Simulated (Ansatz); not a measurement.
# Fields on a plane of CdSe (wurtzite)

```
CELL_PARAMETERS angstrom
      4.38272     0.00000     0.00000
     -2.19136     3.79554     0.00000
      0.00000     0.00000     7.15447
ATOMIC_POSITIONS crystal
  Cd 0.66667 0.33333 0.00047
  Cd 0.33333 0.66667 0.50047
  Se 0.66667 0.33333 0.62473
  Se 0.33333 0.66667 0.12473
```

The slice is a (-1 1 0 2) plane (indices of the conventional cell) through the point (0.667, 0.333, 0.001) (fractional), spanned by u = [110] and v = [1 -1 1] in vectors of this cell: u (4.38 Å) and v (10.43 Å, at 90° to u). It covers one period; positions are fractions (u, v).

Atoms on it: Cd at (0.00, 0.00); Se at (0.50, 0.15), 0.2 Å off the plane. Other atoms lie within 1 Å of the plane.

Calculation: PBE (plane waves to 420 eV, PAW, scalar-relativistic; Ansatz, a first-principles code). k mesh 9×9×5. These are valence fields of a PAW run, semicore shells included where kept as valence: close to a nucleus they are smooth pseudo fields. CdSe was relaxed with its symmetry unable to fall.

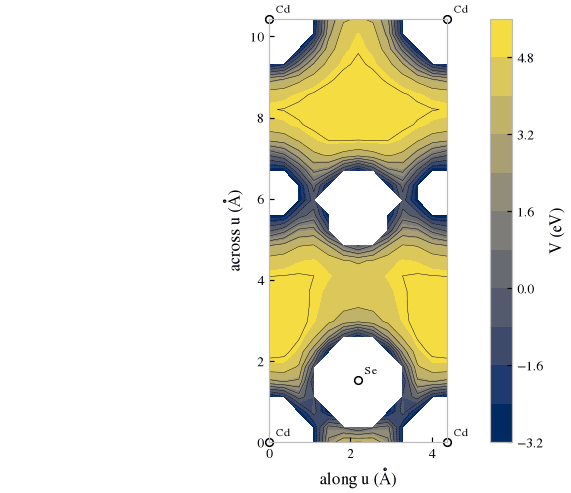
*Electrostatic potential energy of an electron, from the cell's mean, in eV, one period of the plane, atoms marked. Points within 1 Å of a nucleus are left white, as the pseudised field means little there. Values under -3 eV are set to -3. The zero, the cell's mean, hangs on the PAW cores.*

```tsv
v \ u	0.00	0.17	0.33	0.50	0.67	0.83
0.96	x	0.38	0.14	0.15	0.14	0.38
0.86	0.13	0.10	0.03	0.00	0.03	0.10
0.75	0.07	0.04	0.02	0.05	0.02	0.04
0.64	0.25	0.15	0.65	0.73	0.65	0.15
0.54	0.23	0.18	0.80	0.74	0.80	0.18
0.43	0.05	0.08	0.32	0.48	0.32	0.08
0.32	0.00	0.02	0.11	0.16	0.11	0.02
0.21	0.02	0.36	0.75	0.79	0.75	0.36
0.11	0.18	0.24	0.82	x	0.82	0.24
0.00	x	0.42	0.21	0.48	0.21	0.42
```

Values: electron localisation function (ELF). Points within 0.5 Å of a nucleus are blanked (x), as the pseudised field means little there.

Element round which the density of the highest valence band (whole band, smooth part) is largest on this plane: Se.
